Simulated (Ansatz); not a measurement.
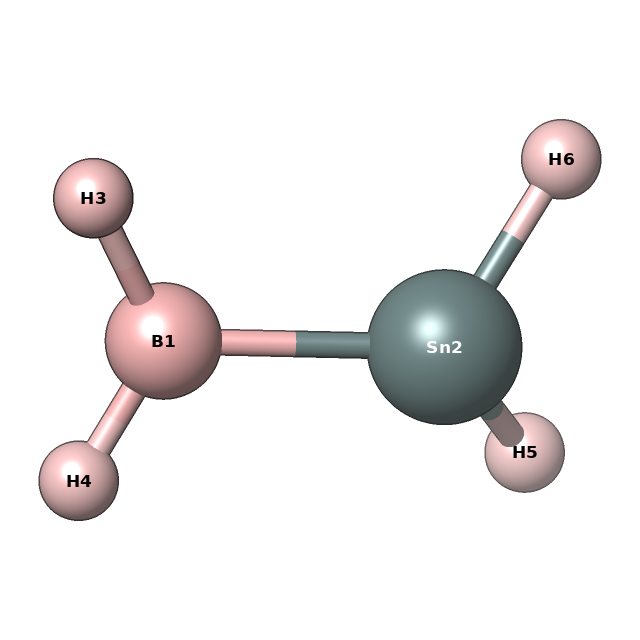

Simulated data, not a measurement (program: Ansatz).

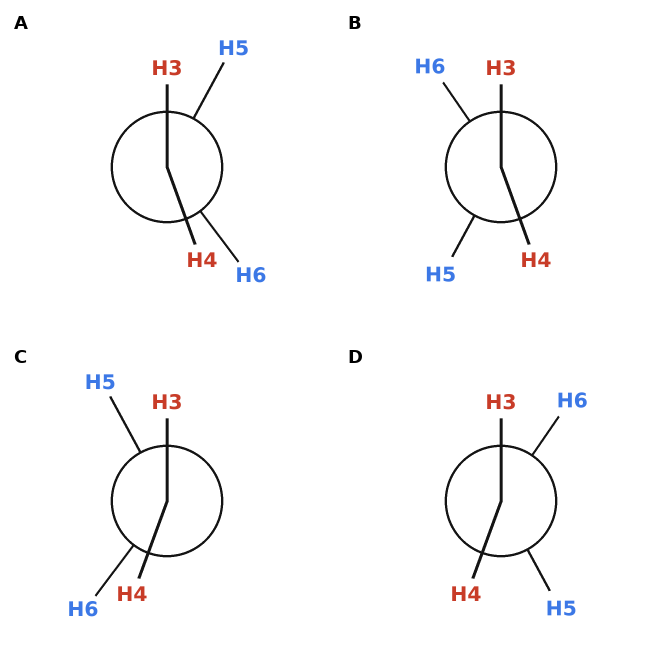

Distant atoms are faded towards the background colour. Bonds that would overlap in a projection are set slightly apart. The species is neutral and a spin doublet. Geometry: atoms displaced at random (about 0.07 Å) from a stationary point of GFN2-xTB.

Q: Which Newman projection shows the view along B1–Sn2, with B1 in front?

A: B. The torsion angle H3–B1–Sn2–H5 is −151°, antiperiplanar (anti).
